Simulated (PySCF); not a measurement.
H₂BrIn, SMILES [Br][InH2], PBE0/def2-SVP optimised geometry. Atoms within 1.6 Å of the plane z = 0.0 Å (x, y, z in Å): In1 (-0.26, 0.53, 0.00), H2 (-1.45, 1.77, 0.00), H3 (1.45, 0.53, 0.00), Br4 (-1.25, -1.77, 0.00).

Calculation: PySCF with PBE0/def2-TZVP, def2 effective core potentials past Kr. The core electrons that the potentials of In replace are not part of the density. Cells within 0.4 Å of a nucleus heavier than hydrogen are left out (blank, or x).

Map of the deformation density (molecule minus spherical neutral atoms) (e/bohr³) on the plane z = 0.0 Å:

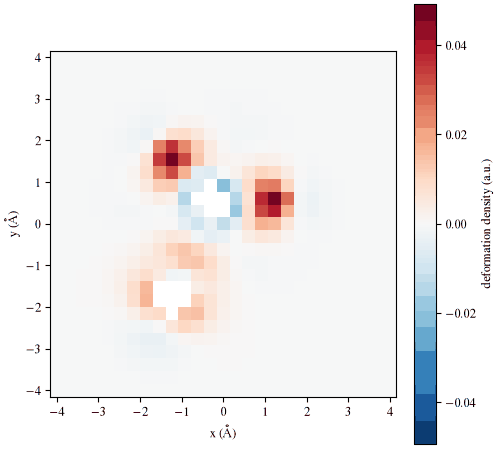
*Deformation density (molecule minus spherical neutral atoms) (e/bohr³) on the plane z = 0.0 Å.*
